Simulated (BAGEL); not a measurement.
# singlet CH4FSi+: a chain of runs

Aim: the energy (singlet CH4FSi+, HF/cc-pVDZ), then the energy (doublet CH4FSi, NEVPT2(3,3)/cc-pVDZ), then the energy (doublet CH4FSi, CASPT2(3,3)/cc-pVDZ) of CH4FSi. 

The calculation is run with BAGEL 1.2.2.

3 further runs of the same task are left out: 3 set aside as unsound or not needed.

## 1. Starting point

CH4FSi+: 7 atoms, total charge +1, spin state singlet. As SMILES of the parent species, `C[SiH]F`. The Si2–H7 distance was set to 2.017 Å, away from the relaxed value. That shape belongs to the parent species and isn't relaxed for this state. At this shape a bond of the SMILES string is far longer than usual.

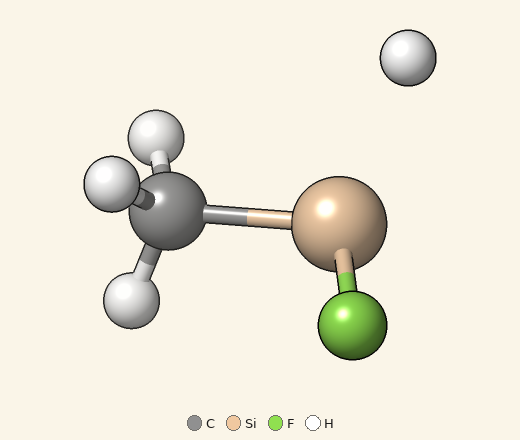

The structure, seen from a chosen angle (carbon grey, silicon light orange, fluorine green, hydrogen white).

## 2. The energy at HF/cc-pVDZ (density fitting with svp-jkfit) (run 1)

Input file input.json:

```json
{ "bagel" : [

{
  "title" : "molecule",
  "basis" : "cc-pvdz.json",
  "df_basis" : "svp-jkfit",
  "angstrom" : true,
  "geometry" : [
    { "atom" : "C", "xyz" : [   -1.036342,    0.102482,   -0.508967 ] },
    { "atom" : "Si", "xyz" : [    0.534558,   -0.881118,   -0.315067 ] },
    { "atom" : "F", "xyz" : [    0.257858,   -2.099818,    0.698633 ] },
    { "atom" : "H", "xyz" : [   -1.827742,   -0.494818,   -0.965067 ] },
    { "atom" : "H", "xyz" : [   -0.853042,    0.973882,   -1.142667 ] },
    { "atom" : "H", "xyz" : [   -1.383542,    0.451282,    0.468633 ] },
    { "atom" : "H", "xyz" : [    2.011300,    0.226000,    0.498700 ] }
  ]
},
{ "title" : "hf", "charge" : 1 },
{ "title" : "print", "file" : "orbitals.molden", "orbitals" : true }

]}
```

The basis set cc-pVDZ is read from a file made from the Basis Set Exchange's data (not shown).

The run is started by

```console
$ BAGEL_NUM_THREADS=1 BAGEL input.json > input.out
```

The log of the run:

```text
* using 1 threads per process

  ===============================================================
  ===============================================================

  *** Geometry ***

  { "atom" : "C", "xyz" : [     -1.958403,      0.193663,     -0.961808 ] },
  { "atom" : "Si", "xyz" : [      1.010168,     -1.665072,     -0.595390 ] },
  { "atom" : "F", "xyz" : [      0.487281,     -3.968081,      1.320225 ] },
  { "atom" : "H", "xyz" : [     -3.453932,     -0.935071,     -1.823712 ] },
  { "atom" : "H", "xyz" : [     -1.612016,      1.840370,     -2.159328 ] },
  { "atom" : "H", "xyz" : [     -2.614515,      0.852799,      0.885588 ] },
  { "atom" : "H", "xyz" : [      3.800806,      0.427078,      0.942406 ] },

  Number of auxiliary basis functions:      352

  Since a DF basis is specified, we compute 2- and 3-index integrals:
    o Being stored without compression. Storage requirement is 0.012 GB

  Number of basis functions:       66
  Number of electrons      :       33

    * METHOD: MOLECULE                             0.11

  *** RHF ***

  === Nuclear Repulsion ===
   105.1141545922

      * DIIS with orbital gradients will be used.

  === RHF iteration (cc-pvdz.json) ===
      0       -428.04738231          0.01762831           0.03
      1       -428.16573594          0.01183869           0.03
      2       -428.22850432          0.00192541           0.03
[... 10 lines of this table left out ...]
     13       -428.23088946          0.00000001           0.03
    * SCF iteration converged.

    * Permanent dipole moment:
           (   -0.543865,    -0.963590,     1.170725) a.u.

    * METHOD: HF                                   0.48

    * METHOD: PRINT                                0.01

  ===============================================================
```

It took 0.75 s on 1 thread of Arm Neoverse V1, shared host; peak memory 0.15 GiB.

## 3. Doublet neutral CH4FSi: a single-point energy at NEVPT2(3,3)/cc-pVDZ (density fitting with svp-jkfit) (run 2)

Input file nevpt2.json:

```json
{ "bagel" : [

{
  "title" : "molecule",
  "basis" : "cc-pvdz.json",
  "df_basis" : "svp-jkfit",
  "angstrom" : true,
  "geometry" : [
    { "atom" : "C", "xyz" : [      -1.036342,       0.102482,      -0.508967 ] },
    { "atom" : "Si", "xyz" : [       0.534558,      -0.881118,      -0.315067 ] },
    { "atom" : "F", "xyz" : [       0.257858,      -2.099818,       0.698633 ] },
    { "atom" : "H", "xyz" : [      -1.827742,      -0.494818,      -0.965067 ] },
    { "atom" : "H", "xyz" : [      -0.853042,       0.973882,      -1.142667 ] },
    { "atom" : "H", "xyz" : [      -1.383542,       0.451282,       0.468633 ] },
    { "atom" : "H", "xyz" : [       2.011300,       0.226000,       0.498700 ] }
  ]
},

{
  "title" : "hf",
  "charge" : 1
},

{
  "title" : "casscf",
  "nstate" : 1,
  "nact" : 3,
  "nclosed" : 15,
  "nspin" : 1,
  "active" : [16, 17, 18],
  "maxiter" : 200,
  "natocc" : true
},

{
  "title" : "nevpt2",
  "nstate" : 1,
  "nact" : 3,
  "nclosed" : 15,
  "nspin" : 1,
  "active" : [16, 17, 18],
  "maxiter" : 200,
  "natocc" : true,
  "ncore" : 7
},

{
  "title" : "print",
  "file" : "orbitals.molden",
  "orbitals" : true
}

]}
```

The basis set cc-pVDZ is read from a file made from the Basis Set Exchange's data (not shown).

The run is started by

```console
$ BAGEL_NUM_THREADS=1 BAGEL nevpt2.json > nevpt2.out
```

The log of the run:

```text
* using 1 threads per process

  ===============================================================
  ===============================================================

  *** Geometry ***

[... 31 lines left out ...]
    * SCF iteration converged.
[... 1 line left out ...]
    * Permanent dipole moment:
[... 28 lines left out ...]
    * Second-order optimization converged. *
[... 11 lines left out ...]
     * ci vector, state   0, <S^2> = 0.7500
[... 6 lines left out ...]
    * METHOD: CASSCF                               1.62

    * freezing 7 orbitals

  === DF-NEVPT2 calculation ===

    * 3-index integral transformation done
    * assembly done

      NEVPT2 correlation energy:   -0.3975960063      0.08

          (+0)     -0.3429201076
          (+0)'    -0.0056931086
          (+1)     -0.0157102077
          (+1)'    -0.0003199483
          (+2)     -0.0003510154
          (-1)     -0.0214654365
          (-1)'    -0.0022574779
          (-2)     -0.0088787042

      NEVPT2 total energy:       -428.9630358582

    * METHOD: NEVPT2                               0.15

    * METHOD: PRINT                                0.01

  ===============================================================
```

Run time: 2.5 s. Hardware: 1 thread of Arm Neoverse V1, shared host; peak memory 0.15 GiB.

## 4. Doublet neutral CH4FSi: a single-point energy at CASPT2(3,3)/cc-pVDZ (density fitting with svp-jkfit) (run 3)

input.json: that of step 2 with these lines changed.

```diff
@@ -6,3 +6,3 @@
   "df_basis" : "svp-jkfit",
-  "angstrom" : true,
+  "angstrom" : "true",
   "geometry" : [
@@ -17,4 +17,31 @@
 },
-{ "title" : "hf", "charge" : 1 },
-{ "title" : "print", "file" : "orbitals.molden", "orbitals" : true }
+{
+  "title" : "hf",
+  "charge" : 1
+},
+{
+  "title" : "casscf",
+  "nstate" : 1,
+  "nact" : 3,
+  "nclosed" : 15,
+  "nspin" : 1,
+  "active" : [16, 17, 18],
+  "maxiter" : 200,
+  "natocc" : "true"
+},
+{
+  "title" : "print",
+  "file" : "orbitals.molden",
+  "orbitals" : "true"
+},
+{
+  "title" : "smith",
+  "method" : "caspt2",
+  "ms" : "true",
+  "xms" : "true",
+  "sssr" : "true",
+  "shift" : 0.2,
+  "shift_imag" : "true",
+  "ncore" : 7
+}
```

The basis set cc-pVDZ is read from a file made from the Basis Set Exchange's data (not shown).

The run is started by

```console
$ BAGEL_NUM_THREADS=1 BAGEL input.json > input.out
```

The log of the run:

```text
* using 1 threads per process

  ===============================================================
  ===============================================================

  *** Geometry ***

[... 33 lines left out ...]
    * Permanent dipole moment:
[... 40 lines left out ...]
     * ci vector, state   0, <S^2> = 0.7500
[... 24 lines left out ...]
       #      aibj      arbs      arbi      airj      risj      airs      arst      rist         Etot      error   time
[... 9 lines left out ...]
      ------------------------------------------------------------------------------------------------------------------

    * CASPT2 energy : state  0     -428.9704817011
        w/o shift correction       -428.9686218487
        reference weight              0.8921498167

    * METHOD: SMITH                                0.34

  ===============================================================
```

Wall time 2.8 s (1 thread of Arm Neoverse V1, shared host); peak memory 0.15 GiB.

## 5. What came out

| quantity | value |
| --- | --- |
| run 1, HF/cc-pVDZ: total energy | -428.23089 Eh |
| run 1, HF/cc-pVDZ: HOMO energy | -17.81 eV |
| run 1, HF/cc-pVDZ: LUMO energy | -7.56 eV |
| run 1, HF/cc-pVDZ: HOMO–LUMO gap | 10.26 eV |
| doublet neutral CH4FSi, run 2: total energy | -428.96304 Eh |
| doublet neutral CH4FSi, run 3: total energy | -428.97048 Eh |
